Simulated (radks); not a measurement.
Atomic calculation for W

The neutral tungsten atom in the configuration [Xe] 4f13 5d5 6s1 6p1 (open shells shared over both j by 2j + 1). Computed at this level: Dirac Kohn-Sham, PBE, spin-unpolarised, spherical densities, point nucleus (the in-house radial solver radks).

Results in brief:

```tsv
quantity	value
outcome	converged
total energy	−16164.5090 hartree
kinetic energy	18217.2466 hartree
electron–nucleus energy	−40355.6604 hartree
Hartree energy	6298.3281 hartree
exchange–correlation energy	−324.423252 hartree
radius at density 0.001 e/bohr³	4.94 bohr
SCF iterations	14
hardware	1 CPU thread, shared host
```

The input:
```
Z 74
configuration [Xe] 4f13 5d5 6s1 6p1
relativity Dirac
functional pbe,pbe
spin unpolarised
j_filling average
nucleus point
c 137.035999084
```

Energies in input and log are in hartree, lengths in bohr.

Output:
```
1s1/2   1   2.0000       -2550.80728404
2s1/2   1   2.0000        -440.31998612
2p1/2   1   2.0000        -421.02966152
2p3/2   1   4.0000        -371.31652045
3s1/2   1   2.0000        -101.79067924
3p1/2   1   2.0000         -93.21127085
3p3/2   1   4.0000         -82.46277763
3d3/2   1   4.0000         -68.03750279
3d5/2   1   6.0000         -65.70117853
4s1/2   1   2.0000         -21.34701920
4p1/2   1   2.0000         -17.78831446
4p3/2   1   4.0000         -15.28367352
4d3/2   1   4.0000          -9.44150731
4d5/2   1   6.0000          -8.97790178
4f5/2   1   5.5714          -1.65380008
4f7/2   1   7.4286          -1.56816730
5s1/2   1   2.0000          -3.10581706
5p1/2   1   2.0000          -2.03068235
5p3/2   1   4.0000          -1.64959345
5d3/2   1   2.0000          -0.27654062
5d5/2   1   3.0000          -0.24429348
6s1/2   1   1.0000          -0.25417948
6p1/2   1   0.3333          -0.09289875
6p3/2   1   0.6667          -0.07177913
Etot -16164.508974277927
Ekin 18217.246627810353
Encl -40355.660434637946
Eh 6298.32808412065
Exc -324.4232515709845
err 1.2295527360262236e-08
it 14
```

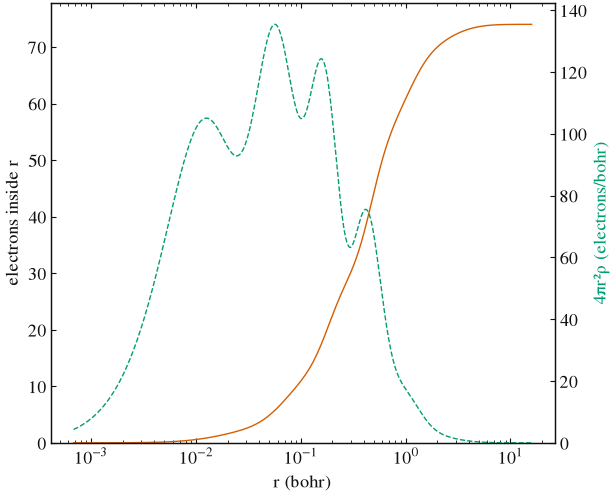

*The number of electrons inside radius r (solid) and the radial density 4πr²ρ (dashed).*

The count levels off at 74 electrons. Half of them lie within 0.398 bohr, 90 % within 1.44 bohr and 99 % within 4.19 bohr. The radial density has minima at 0.0244, 0.101 and 0.294 bohr, where the count stands at 2.0, 11.1 and 29.8; these part the shells that the density resolves.

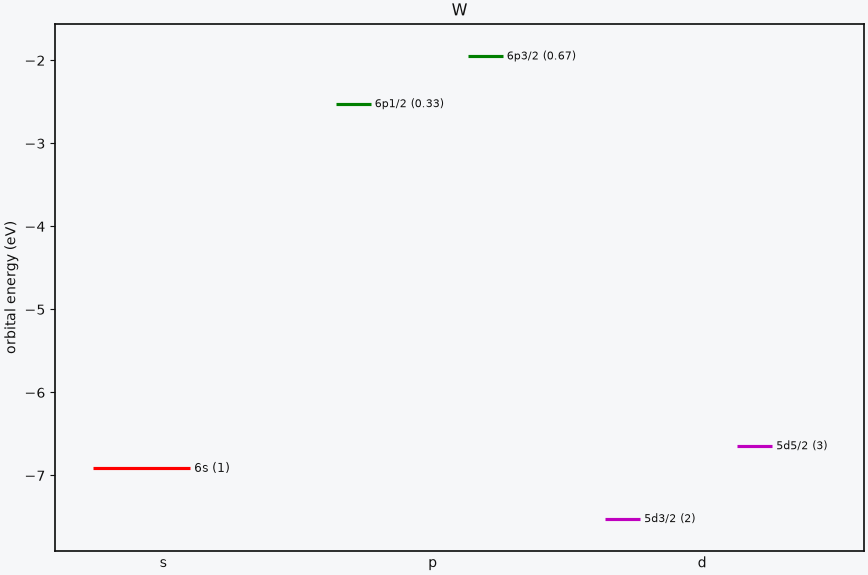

*The outer levels are drawn (occupations in brackets, the lower j at the left of each column).*

The highest occupied level is 6p3/2 at −1.95 eV. From the top down the occupied levels run 6p3/2 (−1.95 eV), 6p1/2 (−2.53 eV), 5d5/2 (−6.65 eV), 6s (−6.92 eV), 5d3/2 (−7.53 eV). Spin-orbit splittings: 6p 0.575 eV, 5d 0.877 eV.

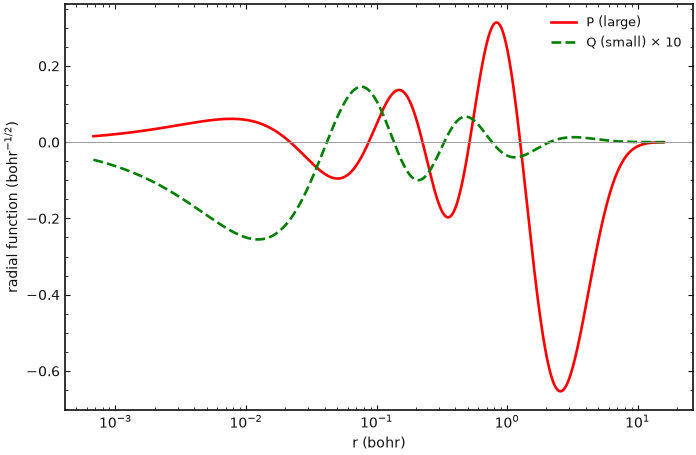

*The large and small radial components of the 6s1/2 spinor.*

The spinor has κ = −1: the large component has l = 0 and 5 radial nodes (r = 0.0218, 0.0871, 0.225, 0.516 and 1.26 bohr), the small one has l = 1. The small component carries 0.0054 % of the norm; ⟨r⟩ = 3.04 bohr and the eigenvalue is −6.92 eV.
